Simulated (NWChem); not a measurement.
# CAM-B3LYP/6-31G(d) (density fitting with ahlrichs coulomb fitting, spherical functions) run of C3H5Cl (allyl chloride)

What is the electronic atomisation energy of C3H5Cl (allyl chloride) at CAM-B3LYP/6-31G* (density fitting with ahlrichs coulomb fitting, spherical functions)? 

The results are computed with NWChem 7.3.0.

### 1 The structure to begin with

C3H5Cl: 9 atoms, total charge 0, spin state singlet. SMILES: `C=CCCl`. The shape is that of a PBE0-D4/def2-TZVP optimisation. This is one conformer, not always the lowest.

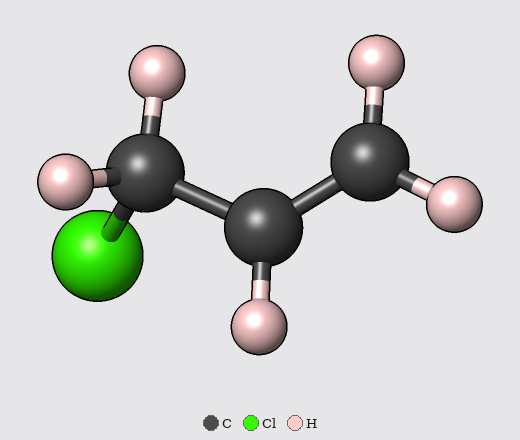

Viewed from a chosen angle; carbon dark grey, chlorine green, hydrogen pink.

### 2 A single-point energy at CAM-B3LYP/6-31G(d) (density fitting with ahlrichs coulomb fitting, spherical functions) (run 1)

The input, c3h5cl.nw:

```
start c3h5cl
title "C3H5Cl"
memory total 2200 mb
charge 0

geometry units angstroms noautosym nocenter noautoz
 C     -0.295350     1.315190    -0.447700
 C      0.370210     0.171280    -0.388240
 C      0.080190    -0.891510     0.604460
 Cl    -0.392790    -2.419870    -0.209260
 H     -0.044240     2.079040    -1.173800
 H     -1.115830     1.528620     0.230150
 H      1.180420    -0.031190    -1.083310
 H     -0.740340    -0.613990     1.264520
 H      0.957740    -1.137570     1.203200
end

basis spherical bse
 * library 6-31G*
end

basis "cd basis" spherical
 * library "ahlrichs coulomb fitting"
end

dft
 xc xcamb88 1.00 lyp 0.81 vwn_5 0.19 hfexch 1.00
 cam 0.33 cam_alpha 0.19 cam_beta 0.46
 grid fine
 convergence energy 1e-08
 direct
 iterations 100
 mulliken
 noprint "final vectors analysis"
end

task dft energy
```

Command:

```sh
$ nwchem c3h5cl.nw > c3h5cl.out
```

Output:

```text
[...]
          Wavefunction type:  closed shell.
          No. of atoms     :     9
          No. of electrons :    40
[...]
          Charge           :     0
          Spin multiplicity:     1
[...]
          AO basis - number of functions:    70
[...]
              XC Information
              --------------
                     Hartree-Fock (Exact) Exchange  1.000
                   CAM-Becke88 Exchange Functional  1.000
                      VWN V Correlation Functional  0.190 local
              Lee-Yang-Parr Correlation Functional  0.810
[...]
 d= 0,ls=0.0,diis     1   -577.3651413508 -7.21D+02  9.74D-03  4.25D-01     1.8
[...]
 d= 0,ls=0.0,diis     8   -577.4171624050 -9.90D-09  1.90D-06  1.67D-08    13.1
         Total DFT energy =     -577.417162405013
      One electron energy =    -1078.057070172266
           Coulomb energy =      402.943461106711
    Exchange-Corr. energy =      -46.338368633628
 Nuclear repulsion energy =      144.034815294170
[...]
      Total Density - Mulliken Population Analysis
     ---------------------------------------------
    Atom       Charge   Shell Charges
 -----------   ------   -------------------------------------------------------
    1 C    6     6.33   2.00  0.68  2.06  0.57  0.99  0.03
    2 C    6     6.03   2.00  0.68  2.06  0.47  0.78  0.04
    3 C    6     6.41   2.00  0.67  2.07  0.66  0.96  0.05
    4 Cl  17    17.09   2.00  2.00  5.97  1.39  3.61  0.55  1.54  0.03
    5 H    1     0.85   0.52  0.32
    6 H    1     0.85   0.52  0.33
    7 H    1     0.85   0.52  0.32
    8 H    1     0.80   0.52  0.28
    9 H    1     0.80   0.52  0.28
[...]
```

It took 14 s on 1 thread of Intel Xeon 6975P-C (Granite Rapids), shared host; peak memory 0.12 GiB.

### 3 The C atom at the same level (run 2)

The input, a.nw:

```
start a
title "C"
memory total 2200 mb
charge 0

geometry units angstroms noautosym nocenter noautoz
  C      0.000000     0.000000     0.000000
end

basis spherical bse
  * library 6-31G*
end

basis "cd basis" spherical
  * library "ahlrichs coulomb fitting"
end

dft
  xc xcamb88 1.00 lyp 0.81 vwn_5 0.19 hfexch 1.00
  cam 0.33 cam_alpha 0.19 cam_beta 0.46
  mult 3
  grid fine
  convergence energy 1e-08
  direct
  maxiter 100
  mulliken
  noprint "final vectors analysis"
end

task dft energy
```

Run the same way, it converges to -37.82192 Eh (log not shown).

Run 3 isn't shown in full; the table further down has it.

### 4 The H atom, same level (run 4)

The input, h.nw:

```
start h
title "H energy"
memory total 2200 mb
geometry units angstrom noautosym nocenter noautoz
  H     0.000000    0.000000    0.000000
end
basis "ao basis" spherical bse
  * library 6-31G*
end
basis "cd basis" spherical
  * library "ahlrichs coulomb fitting"
end
dft
  xc xcamb88 1.00 lyp 0.81 vwn_5 0.19 hfexch 1.00
  cam 0.33 cam_alpha 0.19 cam_beta 0.46
  mult 2
  grid fine
  convergence energy 1e-08
  direct
  iterations 100
  mulliken
  print low
end
task dft
```

Run the same way, it converges to -0.49684 Eh (log not shown).

### 5 The series

```
run                                                                                   level  partner  energy (Eh)  wall time
  1   CAM-B3LYP/6-31G* (density fitting with ahlrichs coulomb fitting, spherical functions)     base  -577.417162       14 s
  2  UCAM-B3LYP/6-31G* (density fitting with ahlrichs coulomb fitting, spherical functions)    atoms   -37.821920     0.62 s
  3  UCAM-B3LYP/6-31G* (density fitting with ahlrichs coulomb fitting, spherical functions)    atoms  -460.131819     0.82 s
  4  UCAM-B3LYP/6-31G* (density fitting with ahlrichs coulomb fitting, spherical functions)    atoms    -0.496839     0.54 s
```

### 6 Outcome

At CAM-B3LYP/6-31G* (density fitting with ahlrichs coulomb fitting, spherical functions):

| quantity | value |
| --- | --- |
| H atom: total energy | -0.49684 Eh |
| H atom: ⟨S²⟩ | 0.750 |
| electronic atomisation energy | 36.338 eV |

Taking the molecule apart into free atoms costs 36.34 eV (3506 kJ/mol), before zero-point energy and without spin-orbit coupling. All runs together took 16 s, the longest 14 s.
